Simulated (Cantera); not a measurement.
Charge: 1 mol AlN, 9 mol O2, 15 mol H2, 1.3 mol H2O, equilibrated at 10.0 mbar.

Method: chemical equilibrium by Gibbs-energy minimisation in Cantera with the NASA 1993 tables (ideal gas, pure condensed phases). Candidate condensed phases: Al, AlN, Al2O3, H2O; 35 gas species. Kinetics and transport are ignored.

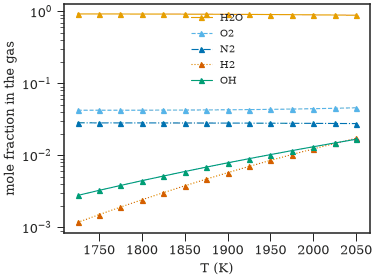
Fig. 1. Equilibrium gas composition (values under 1e-9 drawn at 1e-9)

From 1725 K to 2050 K the condensed part is Al2O3(s). The main Al-bearing gas is AlO2H throughout.
